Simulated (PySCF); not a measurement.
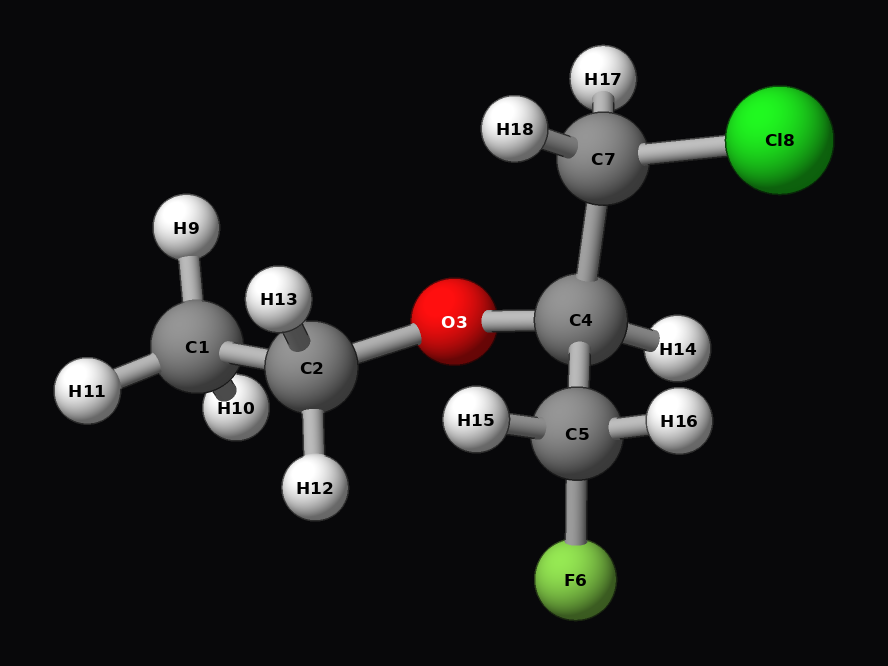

Geometry: an image of a reaction path computed with GFN2-xTB, not a minimum. Method: GIAO PBE0/pcSseg-1 NMR shielding, non-relativistic, gas phase (PySCF 2.14.0). Principal shieldings σ11 ≤ σ22 ≤ σ33, span Ω = σ33 − σ11, skew κ = 3(σiso − σ22)/Ω.

Give the shielding tensors of the F atoms.

```tsv
atom	σ11	σ22	σ33	σiso	Ω	κ
F6	379.9	442.9	475.8	432.9	95.9	−0.32
```

Shieldings and span in ppm.
